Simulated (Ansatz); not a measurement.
Nudged elastic band, with input and output: C$_{18}$HN (part 1 of 3)

System: C$_{18}$HN (slab, 20 atoms in the cell).
Method: DFT PBE, scalar-relativistic, plane waves, PAW, PAW set soft_1, no spin polarisation (Ansatz 0.2.0).

It belongs to a series of runs on one base structure; here: band between the two ends. Figures and captions count atoms from 1; the log counts them from 0 in places.

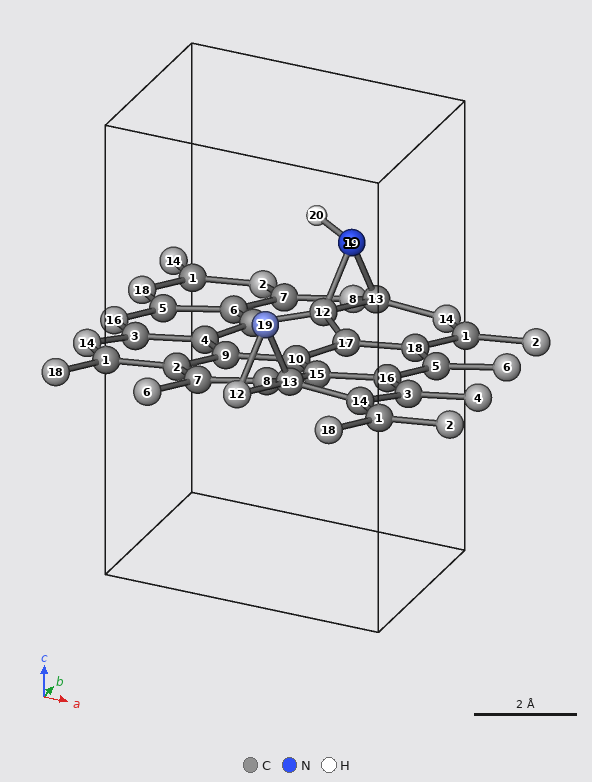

The structure as given in the input (ball-and-stick view of the cell of the calculation, with the vacuum cut short, seen slightly off an axis; neighbours outside the cell are drawn fainter; atoms are numbered from 1 in the order of the input). An atom can appear more than once, as a periodic image. Near neighbours in the periodic cell (some may lie outside the picture): C has 3 C at 1.39 to 1.47 Å; C has 3 C at 1.47 to 1.52 Å and 1 N at 1.49 Å; N has 2 C at 1.49 Å and 1 H at 1.03 Å; H has 1 N at 1.03 Å.

**Results in brief**

| quantity | value |
| --- | --- |
| outcome | converged |
| barrier, forward | 3.573 eV |
| barrier, backward | 0.550 eV |
| electrons treated | 78 |
| hardware | 1 thread of Intel Xeon (Sapphire Rapids), 192 GiB of memory available, shared host |
| wall time | 35 min |
| peak memory | 1.1 GiB |

**Remarks**

The k-point mesh is coarse for a cell of this size, so the results may not be converged.

**Input**
```yaml
crystal:
  lattice:
    - [7.398, 0.0, 0.0]
    - [-3.699, 6.406856, 0.0]
    - [0.0, 0.0, 13.0]
  atoms:
    - { symbol: C, position: [0.00379725, -0.00059161, 0.07636332] }
    - { symbol: C, position: [0.2267748, 0.10999061, 0.07204938] }
    - { symbol: C, position: [0.00523687, 0.33100288, 0.0714072] }
    - { symbol: C, position: [0.22496418, 0.44100644, 0.07143665] }
    - { symbol: C, position: [0.0027418, 0.66192416, 0.07205048] }
    - { symbol: C, position: [0.22585712, 0.77268079, 0.07601912] }
    - { symbol: C, position: [0.33913413, -0.00076727, 0.07601495] }
    - { symbol: C, position: [0.55648555, 0.11013464, 0.07906778] }
    - { symbol: C, position: [0.336792, 0.32979264, 0.07176999] }
    - { symbol: C, position: [0.5601892, 0.44090994, 0.0714101] }
    - { symbol: C, position: [0.33230611, 0.6617779, 0.07907704] }
    - { symbol: C, position: [0.55587286, 0.76755185, 0.10257842] }
    - { symbol: C, position: [0.67427818, 0.00436317, 0.1025708] }
    - { symbol: C, position: [0.89833504, 0.1108227, 0.07911884] }
    - { symbol: C, position: [0.6699136, 0.33090692, 0.07143338] }
    - { symbol: C, position: [0.89295652, 0.44212155, 0.07176925] }
    - { symbol: C, position: [0.67346973, 0.66108971, 0.0791294] }
    - { symbol: C, position: [0.89034734, 0.77250515, 0.07636855] }
    - { symbol: "N", position: [0.62200378, 0.88595829, 0.20137341] }
    - { symbol: H, position: [0.49387896, 0.88595644, 0.23206937] }
basis:
  ecutwfc: 420.0
kpoints:
  mp_grid: { grid: [2, 2, 1] }
hamiltonian:
  xc: pbe
  pseudopotentials: { kind: paw, azcp: { folder: soft_1 } }
scf:
  occupations: { method: fermi_dirac, width: 0.02 }
  lower_state_search: "off"
neb:
  images: 5
  f_tol: 0.05
  initial_path: idpp
  max_iterations: 48
  final_atoms:
    - { symbol: C, position: [0.00253139, -0.0020969, 0.07050263] }
    - { symbol: C, position: [0.22459852, 0.10954858, 0.06883252] }
    - { symbol: C, position: [0.0023466, 0.33165495, 0.06367249] }
    - { symbol: C, position: [0.22386517, 0.44379651, 0.06453421] }
    - { symbol: C, position: [0.00111116, 0.66191003, 0.06787749] }
    - { symbol: C, position: [0.22281833, 0.77311717, 0.06649983] }
    - { symbol: C, position: [0.33525926, -0.0030886, 0.06951238] }
    - { symbol: C, position: [0.55120718, 0.10462305, 0.07712466] }
    - { symbol: C, position: [0.33490563, 0.33181126, 0.06933817] }
    - { symbol: C, position: [0.55475044, 0.44508974, 0.07481068] }
    - { symbol: C, position: [0.33030598, 0.66233153, 0.07166697] }
    - { symbol: C, position: [0.55247743, 0.76964846, 0.09777491] }
    - { symbol: C, position: [0.67324144, 0.00411862, 0.09354285] }
    - { symbol: C, position: [0.89490795, 0.1104119, 0.07074866] }
    - { symbol: C, position: [0.66759248, 0.33127786, 0.09460281] }
    - { symbol: C, position: [0.89461467, 0.44336409, 0.07010622] }
    - { symbol: C, position: [0.66936647, 0.66269416, 0.0774373] }
    - { symbol: C, position: [0.88940698, 0.77374551, 0.07304176] }
    - { symbol: "N", position: [0.61607896, 0.89485637, 0.19177504] }
    - { symbol: H, position: [0.67342874, 1.3363708, 0.18121385] }
  order_check: true
```

Launched with:
```bash
ansatz run input.yaml --threads 1 --pin off --max-ram 3072MiB --backend cpu --events-out ev --progress --plain --runs-dir out
```

**Log**
```
Warning: neb: disabling space-group detection — the band's intermediate images generally break the endpoint symmetry, so no spatial operation reduces the k-mesh or symmetrises the density, except that a semilocal band can use its path's symmetry ahead of convergence; time reversal is kept, so that k and −k are solved as one point where they differ and the mesh holds both, and exact exchange and, on two spinor components, a DFT+U term hold to it where the run has them: on two components no moment then forms, and a state that bears one, which a typed moment (crystal.atoms[].spin; refused beside efield: under a hybrid functional) reaches, can lie lower, under hf by electronvolts; crystal.symmetry.detect: false (a key that needs symmetry detection or time reversal refuses this as the deck is read) with time_reversal: false beside it drops time reversal too
Engine: ansatz 0.2.0, x86_64-unknown-linux-gnu
Pseudopotentials: kind: paw
Pseudopotential: C, paw, valence charge 4, recommended cutoff 420 eV (normal), [file]
Pseudopotential: N, paw, valence charge 5, recommended cutoff 420 eV (normal), [file]
Pseudopotential: H, paw, valence charge 1, recommended cutoff 420 eV (normal), [file]
Functional definition: PBE
  parameter kappa = 0.804
  parameter beta = 0.06672455060314922
  exchange = pbe_x(kappa = kappa, mu = beta*pi^2/3)
  correlation = pbe_c(beta = beta)
NEB image 0
Crystal: 20 atoms, lattice volume = 616.173 Å³
Basis set: ecut = 420 eV, 12055 PW (Γ), exchange–correlation on 100×100×180 points (8 copies of the dense FFT grid, shifted against one another)
Bands: 59, of which v1, the nominal top of the filled ones, is band 39 counted from 1 (38 counted from 0)
Symmetry: 1 space group operations
k-points: 4
Non-local potential: C, projectors of the file, l = 0: 2, l = 1: 2, l = 2: 1
Non-local potential: N, projectors of the file, l = 0: 2, l = 1: 2, l = 2: 1
Non-local potential: H, projectors of the file, l = 0: 2, l = 1: 1
PAW form: soft (Blöchl's): semilocal exchange-correlation on the pseudo side does not see the compensation charge
PAW one-centre angular grid: C, 110 points (default); XC on 64 Gauss nodes
PAW one-centre angular grid: N, 110 points (default); XC on 64 Gauss nodes
PAW one-centre angular grid: H, 110 points (default); XC on 64 Gauss nodes
Initial density: superposition of atomic densities (neutral atoms: chi_scale 0, normalization atom)
Initial wavefunctions: pseudopotential atomic-orbital guess
Functional: x = pbe(κ = 0.804, μ = 0.2195149727645171), c = pbe(β = 0.06672455060314922)
SCF iter   1: F=—  HF=-4925.189464 eV  |F-HF|=—  |Δ(HF+E_count)|=         —  Δρ=6.83e-2  dr2=2.61e1  ethr=3.10e-3  ⟨swp⟩=9.5  Hψ=1407  notcnv=0  defer=28
preconditioner: auto → Resta (q_TF=auto, 1.933 Å⁻¹)  ε∞=1.7  [insulator: Δε(μ)=0.325 eV  Ē_g=16.196 eV  σ=0.020 eV  W_gap=1.00  n_scr=66 (ndim 8)  ℏωp=13.2 eV  f_vac=0.648  D(μ)=0.01/eV (n_scr^D=0)  ε∞_Penn≈1.7  vacuum switching on, ρ_ref=1.9e-2 e/Å³]
SCF iter   2: F=—  HF=-4915.641276 eV  |F-HF|=—  |Δ(HF+E_count)|=    9.55e0  Δρ=2.87e-2  dr2=4.08e0  ethr=3.10e-3  ⟨swp⟩=3.8  Hψ=535  notcnv=0  defer=58
SCF iter   3: F=—  HF=-4914.444963 eV  |F-HF|=—  |Δ(HF+E_count)|=    1.20e0  Δρ=1.22e-2  dr2=1.09e0  ethr=3.10e-3  ⟨swp⟩=3.5  Hψ=369  notcnv=0  defer=58
SCF iter   4: F=—  HF=-4914.167213 eV  |F-HF|=—  |Δ(HF+E_count)|=   2.78e-1  Δρ=3.32e-3  dr2=2.82e-2  ethr=1.40e-3  ⟨swp⟩=4.0  Hψ=470  notcnv=0  defer=55
SCF iter   5: F=—  HF=-4914.172848 eV  |F-HF|=—  |Δ(HF+E_count)|=   5.63e-3  Δρ=9.30e-4  dr2=8.34e-3  ethr=3.61e-5  ⟨swp⟩=3.2  Hψ=349  notcnv=0  defer=55
SCF iter   6: F=—  HF=-4914.171487 eV  |F-HF|=—  |Δ(HF+E_count)|=   1.36e-3  Δρ=2.39e-4  dr2=4.58e-4  ethr=1.07e-5  ⟨swp⟩=2.0  Hψ=316  notcnv=0  defer=55
SCF iter   7: F=—  HF=-4914.171536 eV  |F-HF|=—  |Δ(HF+E_count)|=   4.94e-5  Δρ=8.24e-5  dr2=4.01e-5  ethr=5.87e-7  ⟨swp⟩=2.0  Hψ=325  notcnv=0  defer=55
SCF iter   8: F=—  HF=-4914.171443 eV  |F-HF|=—  |Δ(HF+E_count)|=   9.28e-5  Δρ=3.88e-5  dr2=9.90e-6  ethr=5.14e-8  ⟨swp⟩=2.2  Hψ=349  notcnv=0  defer=55
SCF iter   9: F=—  HF=-4914.171444 eV  |F-HF|=—  |Δ(HF+E_count)|=   6.64e-7  Δρ=1.32e-5  dr2=7.91e-7  ethr=1.27e-8  ⟨swp⟩=2.0  Hψ=293  notcnv=0  defer=55
SCF iter  10: F=—  HF=-4914.171444 eV  |F-HF|=—  |Δ(HF+E_count)|=   2.93e-7  Δρ=6.23e-6  dr2=2.23e-7  ethr=1.28e-10  ⟨swp⟩=5.0  Hψ=860  notcnv=0
SCF iter  11: F=-4914.171444 eV  HF=-4914.171444 eV  |F-HF|=2.28e-9  |Δ(HF+E_count)|=   4.34e-9  Δρ=1.88e-6  dr2=1.69e-8  ethr=1.28e-10  ⟨swp⟩=4.2  Hψ=707  notcnv=0
SCF 1 converged in 11 iterations: F = -4914.171444 eV  dr2 = 1.69e-8
  greatest PAW one-centre occupation: 0.813 electrons in one spin orbital (limit 2), on the N atom at site 18 (counted from 0), in its partial waves of l = 0
NSCF: frozen V_eff on 4 k-points
NEB image 6
SCF iter   1: F=—  HF=-4921.934867 eV  |F-HF|=—  |Δ(HF+E_count)|=         —  Δρ=6.87e-2  dr2=2.71e1  ethr=3.10e-3  ⟨swp⟩=8.8  Hψ=1348  notcnv=0  defer=28
preconditioner: auto → Resta (q_TF=auto, 1.933 Å⁻¹)  ε∞=1.7  [insulator: Δε(μ)=0.761 eV  Ē_g=15.984 eV  σ=0.020 eV  W_gap=1.00  n_scr=66 (ndim 8)  ℏωp=13.2 eV  f_vac=0.650  D(μ)=0.00/eV (n_scr^D=0)  ε∞_Penn≈1.7  vacuum switching on, ρ_ref=1.9e-2 e/Å³]
SCF iter   2: F=—  HF=-4914.419607 eV  |F-HF|=—  |Δ(HF+E_count)|=    7.52e0  Δρ=4.92e-2  dr2=2.35e1  ethr=3.10e-3  ⟨swp⟩=3.5  Hψ=533  notcnv=0  defer=59
SCF iter   3: F=—  HF=-4918.337230 eV  |F-HF|=—  |Δ(HF+E_count)|=    3.92e0  Δρ=5.31e-2  dr2=2.96e1  ethr=3.10e-3  ⟨swp⟩=4.8  Hψ=675  notcnv=0  defer=57
SCF iter   4: F=—  HF=-4912.531732 eV  |F-HF|=—  |Δ(HF+E_count)|=    5.81e0  Δρ=2.48e-2  dr2=7.15e0  ethr=3.10e-3  ⟨swp⟩=4.8  Hψ=495  notcnv=0  defer=57
SCF iter   5: F=—  HF=-4911.334302 eV  |F-HF|=—  |Δ(HF+E_count)|=    1.20e0  Δρ=1.12e-2  dr2=1.27e0  ethr=3.10e-3  ⟨swp⟩=2.0  Hψ=308  notcnv=0  defer=57
SCF iter   6: F=—  HF=-4911.176638 eV  |F-HF|=—  |Δ(HF+E_count)|=   1.58e-1  Δρ=4.80e-3  dr2=2.52e-1  ethr=1.62e-3  ⟨swp⟩=3.8  Hψ=332  notcnv=0  defer=56
SCF iter   7: F=—  HF=-4911.152526 eV  |F-HF|=—  |Δ(HF+E_count)|=   2.41e-2  Δρ=2.15e-3  dr2=3.95e-2  ethr=3.23e-4  ⟨swp⟩=4.8  Hψ=326  notcnv=0  defer=52
SCF iter   8: F=—  HF=-4911.150922 eV  |F-HF|=—  |Δ(HF+E_count)|=   1.60e-3  Δρ=1.83e-3  dr2=3.43e-2  ethr=5.06e-5  ⟨swp⟩=2.2  Hψ=244  notcnv=0  defer=52
SCF iter   9: F=—  HF=-4911.148062 eV  |F-HF|=—  |Δ(HF+E_count)|=   2.86e-3  Δρ=4.01e-4  dr2=1.78e-3  ethr=4.39e-5  ⟨swp⟩=1.2  Hψ=185  notcnv=0  defer=52
SCF iter  10: F=—  HF=-4911.147940 eV  |F-HF|=—  |Δ(HF+E_count)|=   1.22e-4  Δρ=2.92e-4  dr2=8.31e-4  ethr=2.28e-6  ⟨swp⟩=2.2  Hψ=304  notcnv=0  defer=52
SCF iter  11: F=—  HF=-4911.147865 eV  |F-HF|=—  |Δ(HF+E_count)|=   7.44e-5  Δρ=3.32e-5  dr2=9.10e-6  ethr=1.07e-6  ⟨swp⟩=1.8  Hψ=187  notcnv=0  defer=52
SCF iter  12: F=—  HF=-4911.147791 eV  |F-HF|=—  |Δ(HF+E_count)|=   7.45e-5  Δρ=3.55e-5  dr2=1.29e-5  ethr=1.17e-8  ⟨swp⟩=2.0  Hψ=342  notcnv=0  defer=52
SCF iter  13: F=—  HF=-4911.147790 eV  |F-HF|=—  |Δ(HF+E_count)|=   7.20e-7  Δρ=1.61e-5  dr2=2.59e-6  ethr=1.17e-8  ⟨swp⟩=1.0  Hψ=184  notcnv=0  defer=52
SCF iter  14: F=—  HF=-4911.147790 eV  |F-HF|=—  |Δ(HF+E_count)|=   1.64e-7  Δρ=4.42e-6  dr2=1.94e-7  ethr=3.32e-9  ⟨swp⟩=1.2  Hψ=185  notcnv=0  defer=52
SCF iter  15: F=-4911.147790 eV  HF=-4911.147790 eV  |F-HF|=1.73e-10  |Δ(HF+E_count)|=   4.76e-9  Δρ=6.45e-7  dr2=1.75e-9  ethr=1.28e-10  ⟨swp⟩=4.0  Hψ=714  notcnv=0
[...]
  greatest PAW one-centre occupation: 0.828 electrons in one spin orbital (limit 2), on the N atom at site 18 (counted from 0), in its partial waves of l = 0
NSCF: frozen V_eff on 4 k-points
NEB end point (image 0): max|allowed force component| = 8.732e-3 eV/Å (the criterion of neb.relax_end_points is 1.000e-2)
NEB end point (image 6): max|allowed force component| = 1.372e-2 eV/Å (the criterion of neb.relax_end_points is 1.000e-2)
NEB image 1
preconditioner: auto → Resta (q_TF=auto, 1.933 Å⁻¹)  ε∞=1.7  [insulator: Δε(μ)=0.308 eV  Ē_g=16.046 eV  σ=0.020 eV  W_gap=1.00  n_scr=66 (ndim 8)  ℏωp=13.2 eV  f_vac=0.645  D(μ)=0.02/eV (n_scr^D=0)  ε∞_Penn≈1.7  vacuum switching on, ρ_ref=1.9e-2 e/Å³]
  greatest PAW one-centre occupation: 0.809 electrons in one spin orbital (limit 2), on the N atom at site 18 (counted from 0), in its partial waves of l = 0
NEB image 2
preconditioner: auto → Resta (q_TF=auto, 1.933 Å⁻¹)  ε∞=1.7  [insulator: Δε(μ)=0.294 eV  Ē_g=15.910 eV  σ=0.020 eV  W_gap=1.00  n_scr=66 (ndim 8)  ℏωp=13.2 eV  f_vac=0.643  D(μ)=0.03/eV (n_scr^D=0)  ε∞_Penn≈1.7  vacuum switching on, ρ_ref=1.8e-2 e/Å³]
  greatest PAW one-centre occupation: 0.819 electrons in one spin orbital (limit 2), on the N atom at site 18 (counted from 0), in its partial waves of l = 0
NEB image 3
preconditioner: auto → Resta (q_TF=auto, 1.933 Å⁻¹)  ε∞=1.7  [insulator: Δε(μ)=0.255 eV  Ē_g=15.793 eV  σ=0.020 eV  W_gap=1.00  n_scr=66 (ndim 8)  ℏωp=13.2 eV  f_vac=0.642  D(μ)=0.08/eV (n_scr^D=0)  ε∞_Penn≈1.7  vacuum switching on, ρ_ref=1.8e-2 e/Å³]
NEB image 4
preconditioner: auto → Resta (q_TF=auto, 1.933 Å⁻¹)  ε∞=1.7  [insulator: Δε(μ)=0.201 eV  Ē_g=15.761 eV  σ=0.020 eV  W_gap=0.99  n_scr=66 (ndim 8)  ℏωp=13.2 eV  f_vac=0.643  D(μ)=0.33/eV (n_scr^D=0)  ε∞_Penn≈1.7  vacuum switching on, ρ_ref=1.8e-2 e/Å³]
NEB image 5
preconditioner: auto → Resta (q_TF=auto, 1.933 Å⁻¹)  ε∞=1.7  [insulator: Δε(μ)=0.586 eV  Ē_g=15.829 eV  σ=0.020 eV  W_gap=1.00  n_scr=66 (ndim 8)  ℏωp=13.2 eV  f_vac=0.646  D(μ)=0.00/eV (n_scr^D=0)  ε∞_Penn≈1.7  vacuum switching on, ρ_ref=1.8e-2 e/Å³]
  greatest PAW one-centre occupation: 0.827 electrons in one spin orbital (limit 2), on the N atom at site 18 (counted from 0), in its partial waves of l = 0
NEB iter   1: max|band force component| = 3.283e0 eV/Å  barrier→ = 5.1034 eV  barrier← = 2.0797 eV  Δτ_max = 0.2000 Å  (95 SCF iters)
NEB image 1
Initial density: handed on by an earlier stage of this run
Initial wavefunctions: those handed on with the density
preconditioner: auto → Resta (q_TF=auto, 1.933 Å⁻¹)  ε∞=1.9  [insulator: Δε(μ)=0.244 eV  Ē_g=14.304 eV  σ=0.020 eV  W_gap=1.00  n_scr=66 (ndim 8)  ℏωp=13.2 eV  f_vac=0.684  D(μ)=0.11/eV (n_scr^D=0)  ε∞_Penn≈1.9  vacuum switching on, ρ_ref=1.5e-2 e/Å³]
  greatest PAW one-centre occupation: 0.810 electrons in one spin orbital (limit 2), on the N atom at site 18 (counted from 0), in its partial waves of l = 0
NEB image 2
preconditioner: auto → Resta (q_TF=auto, 1.933 Å⁻¹)  ε∞=1.9  [insulator: Δε(μ)=0.236 eV  Ē_g=14.194 eV  σ=0.020 eV  W_gap=0.99  n_scr=66 (ndim 8)  ℏωp=13.2 eV  f_vac=0.681  D(μ)=0.14/eV (n_scr^D=0)  ε∞_Penn≈1.9  vacuum switching on, ρ_ref=1.5e-2 e/Å³]
NEB image 3
preconditioner: auto → Resta (q_TF=auto, 1.933 Å⁻¹)  ε∞=1.9  [insulator: Δε(μ)=0.179 eV  Ē_g=14.131 eV  σ=0.020 eV  W_gap=0.98  n_scr=66 (ndim 8)  ℏωp=13.2 eV  f_vac=0.677  D(μ)=0.56/eV (n_scr^D=0)  ε∞_Penn≈1.9  vacuum switching on, ρ_ref=1.4e-2 e/Å³]
preconditioner: auto → LDOS  [insulator: Δε(μ)=0.101 eV  Ē_g=14.071 eV  σ=0.020 eV  W_gap=0.85  n_scr=66 (ndim 8)  ℏωp=13.2 eV  f_vac=0.677  D(μ)=4.18/eV (n_scr^D=22)  ε∞_Penn≈1.9  β→1.0]
  greatest PAW one-centre occupation: 0.824 electrons in one spin orbital (limit 2), on the N atom at site 18 (counted from 0), in its partial waves of l = 0
NEB image 4
preconditioner: auto → Resta (q_TF=auto, 1.933 Å⁻¹)  ε∞=1.9  [insulator: Δε(μ)=0.226 eV  Ē_g=14.122 eV  σ=0.020 eV  W_gap=0.99  n_scr=66 (ndim 8)  ℏωp=13.2 eV  f_vac=0.677  D(μ)=0.20/eV (n_scr^D=0)  ε∞_Penn≈1.9  vacuum switching on, ρ_ref=1.4e-2 e/Å³]
preconditioner: auto → LDOS  [insulator: Δε(μ)=0.053 eV  Ē_g=14.056 eV  σ=0.020 eV  W_gap=0.58  n_scr=66 (ndim 8)  ℏωp=13.2 eV  f_vac=0.677  D(μ)=8.54/eV (n_scr^D=36)  ε∞_Penn≈1.9  β→1.0]
NEB image 5
preconditioner: auto → Resta (q_TF=auto, 1.933 Å⁻¹)  ε∞=1.9  [insulator: Δε(μ)=0.388 eV  Ē_g=14.183 eV  σ=0.020 eV  W_gap=1.00  n_scr=66 (ndim 8)  ℏωp=13.2 eV  f_vac=0.681  D(μ)=0.00/eV (n_scr^D=0)  ε∞_Penn≈1.9  vacuum switching on, ρ_ref=1.5e-2 e/Å³]
NEB iter   2: max|band force component| = 2.417e0 eV/Å  barrier→ = 4.7290 eV  barrier← = 1.7053 eV  Δτ_max = 0.2000 Å  (49 SCF iters)
[... from here on the SCF iterations and repeated set-up lines of each step are left out, up to the last step ...]
NEB image 1
NEB image 2
NEB image 3
NEB image 4
NEB image 5
NEB iter   3: max|band force component| = 6.602e0 eV/Å  barrier→ = 4.4395 eV  barrier← = 1.4158 eV  Δτ_max = 0.1010 Å  (47 SCF iters)
NEB image 1
NEB image 2
NEB image 3
NEB image 4
NEB image 5
NEB iter   4: max|band force component| = 1.383e0 eV/Å  barrier→ = 4.2657 eV  barrier← = 1.2421 eV  Δτ_max = 0.2000 Å  (43 SCF iters)
```
